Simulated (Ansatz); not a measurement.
The parent structure is MgTe in the zinc blende structure (space group F-43m, No. 216; a = 6.438 Å).

It is then changed as follows: 0.0667 holes added to each cell, a density of 1.0×10^21 cm⁻³, with a uniform compensating background at fixed cell and a 300 K Fermi–Dirac width.

Method: PBEsol in Ansatz (plane waves to 420 eV, PAW, no spin-orbit coupling), earlier PAW set.

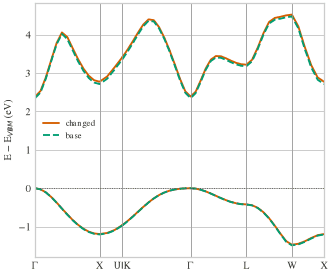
Fig. 1. Highest valence and lowest conduction band along the path, each from its own valence-band maximum

Read the changed gap and its character from the plot.

About 2.4 eV, direct at Γ.

Carriers are added with a uniform compensating background; total energy and stress of such cells depend on the potential's zero and are not compared; many-body gap narrowing is missing at this level. Spin-orbit coupling, missing from the scalar runs, can matter with Te. Stability against distortions was not tested.

Ansatz is an electronic-structure program.
